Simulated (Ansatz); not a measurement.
# CHBN (quartet): inputs that go wrong at a displaced geometry (v2)

4 inputs are run for CHBN (quartet) as typed; the log has to tell whether the result can be used and what must change.

Method: the settings change from run to run; program: Ansatz 0.2.0, Gaussian basis.

19 further runs of the same task are left out: 7 that didn't finish, 12 set aside as unsound or not needed.

### Step 1. What is computed

The geometry is a PBE0/def2-TZVP stationary point (not a proven minimum) with its atoms shifted at random (size 0.100 Å).

4 atoms, charge 0, spin multiplicity 4.

Atoms are counted from 1 here; the program's logs count them from 0.

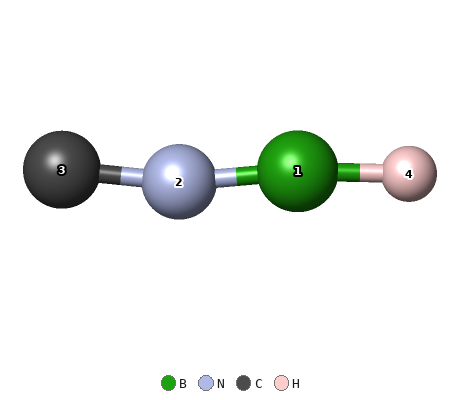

The structure; boron green, nitrogen light blue, carbon dark grey, hydrogen pink; atoms are numbered from 1 in the order of the file.

### Step 2. Input 1

File in.yaml:

```yaml
crystal:
  periodic: [false, false, false]
  atoms:
    - {symbol: B, position_ang: [0.064568, 0.023749, 0.650441]}
    - {symbol: N, position_ang: [-0.100306, 0.032123, -0.615265]}
    - {symbol: C, position_ang: [-0.023685, -0.000301, -1.876545]}
    - {symbol: H, position_ang: [0.059423, -0.055571, 1.841369]}
basis:
  gaussian: {orbitals: 6-31G}
magnetization: {spin_polarized: false, initial_magnetization: 3}
correlation: {method: sc_nevpt2, electrons: all}
output: {forces: true}
```

Started as:

```bash
> ansatz run in.yaml --threads 1 --pin off --events-out ev --progress --plain --max-ram 2393MiB
```

The program printed:

```text
Error: this correlation method needs an active space: name one as the reference
```

Run time: 0.06 s. Hardware: 1 thread of AMD EPYC, shared host.

**Diagnosis.** The run was refused. This method needs an active space and has none. Cure: add an active_space block.

### Step 3. Input 2

File in.yaml:

```yaml
crystal:
  periodic: [false, false, false]
  atoms:
    - {symbol: B, position_ang: [0.064568, 0.023749, 0.650441]}
    - {symbol: N, position_ang: [-0.100306, 0.032123, -0.615265]}
    - {symbol: C, position_ang: [-0.023685, -0.000301, -1.876545]}
    - {symbol: H, position_ang: [0.059423, -0.055571, 1.841369]}
basis:
  gaussian: {orbitals: cc-pVDZ}
magnetization: {spin_polarized: false, initial_magnetization: 3}
correlation: {method: mp2, frozen_orbitals: {B: 9}}
```

Same command.

The program printed:

```text
Functional definition: HF
  name "HF"
  cite "Fock, Z. Phys. 61, 126 (1930) doi:10.1007/BF01340294"
  parent pbe
  exchange = exact_x
  correlation = 0
Error: "frozen_orbitals" has no count for N
```

It took 0.09 s on 1 thread of AMD EPYC, shared host.

Diagnosis: The run was refused. The frozen-orbital counts are incomplete or too large. Fix: leave frozen_orbitals out, or give each element a count that its core has.

### Step 4. Input 3

File in.yaml:

```yaml
crystal:
  periodic: [false, false, false]
  atoms:
    - {symbol: B, position_ang: [0.064568, 0.023749, 0.650441]}
    - {symbol: N, position_ang: [-0.100306, 0.032123, -0.615265]}
    - {symbol: C, position_ang: [-0.023685, -0.000301, -1.876545]}
    - {symbol: H, position_ang: [0.059423, -0.055571, 1.841369]}
basis:
  gaussian: {orbitals: STO-3G, point_charges: [{charge: 0.50, position_ang: [4.753, 0.575, -0.161]}]}
magnetization: {spin_polarized: false, initial_magnetization: 3}
hamiltonian: {xc: pbe}
correlation: {method: sc_nevpt2, electrons: all, active_space: {window: {electrons: 5, orbitals: 5}}}
accuracy: high
scf: {lower_state_search: off}
```

The command is unchanged.

The program printed:

```text
Error: invalid value for `correlation.active_space`: it starts from restricted Hartree–Fock orbitals; set hamiltonian.xc: hf without magnetization.spin_polarized
```

It took 0.07 s on 1 thread of AMD EPYC, shared host.

**Diagnosis.** The run was refused. An active space is asked on a functional's orbitals. Fix: start from Hartree-Fock.

### Step 5. Input 4

File in.yaml:

```yaml
crystal:
  periodic: [false, false, false]
  atoms:
    - {symbol: B, position_ang: [0.064568, 0.023749, 0.650441]}
    - {symbol: N, position_ang: [-0.100306, 0.032123, -0.615265]}
    - {symbol: C, position_ang: [-0.023685, -0.000301, -1.876545]}
    - {symbol: H, position_ang: [0.059423, -0.055571, 1.841369]}
basis:
  gaussian: {orbitals: cc-pVDZ}
magnetization: {spin_polarized: false, initial_magnetization: 3}
correlation: {method: mp4, electrons: outside_noble_gas}
```

Same command.

The program printed:

```text
Error: YAML parse error: error: line 11 column 23: unknown variant `mp4`, expected one of mp2, rpa, ccsd, ccsd_t, bccd, bccd_t, ccsdt, ccsdt_q, ccsdt_q_b, ccsdtq, fci, sc_nevpt2, fic_nevpt4_sd, fic_mrcisd_q, fic_mrcisd_q_relaxed
  --> <input>:11:23
   |
 9 |   gaussian: {orbitals: cc-pVDZ}
10 | magnetization: {spin_polarized: false, initial_magnetization: 3}
11 | correlation: {method: mp4, electrons: outside_noble_gas}
   |                       ^ unknown variant `mp4`, expected one of mp2, rpa, ccsd, ccsd_t, bccd, bccd_t, ccsdt, ccsdt_q, ccsdt_q_b, ccsdtq, fci, sc_nevpt2, fic_nevpt4_sd, fic_mrcisd_q, fic_mrcisd_q_relaxed
```

Wall time 0.03 s (1 thread of AMD EPYC, shared host).

What is wrong: The run was refused. The method's name isn't one that the program knows. Cure: name one from the list in the message.

### Step 6. How the runs ended

```
input                level    ended                                                  cause    time
    1    'sc_nevpt2'/6-31G  refused         this method needs an active space and has none  0.06 s
    2  MP2 on ROHF/cc-pVDZ  refused  the frozen-orbital counts are incomplete or too large  0.09 s
    3   NEVPT2(5,5)/STO-3G  refused    an active space is asked on a functional's orbitals  0.07 s
    4        'mp4'/cc-pVDZ  refused     the method's name isn't one that the program knows  0.03 s
```

4 refused.
